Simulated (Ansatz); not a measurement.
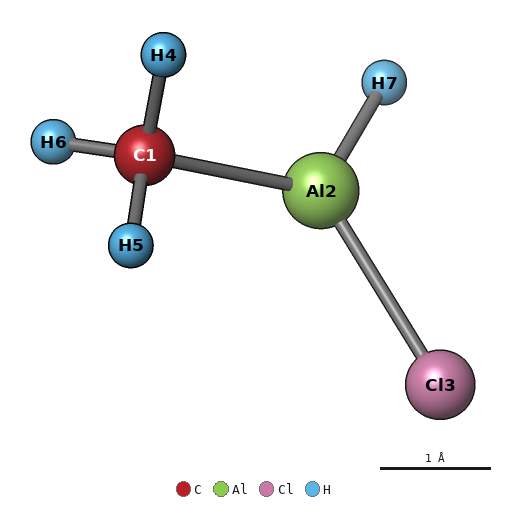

(Drawn from a calculation with Ansatz.)

Atoms carry their numbers in the input. Geometry: moved along internal coordinates away from the minimum.

**Describe the coordination of atom 2.**

Al2 has 3 neighbours (C1 at 1.94, Cl3 at 2.10, H7 at 1.58 Å); the arrangement is trigonal planar.

**How are the neighbours of atom 1 arranged?**

C1 has 4 neighbours (Al2 at 1.94, H4 at 1.10, H5 at 1.09, H6 at 0.97 Å); the arrangement is tetrahedral.
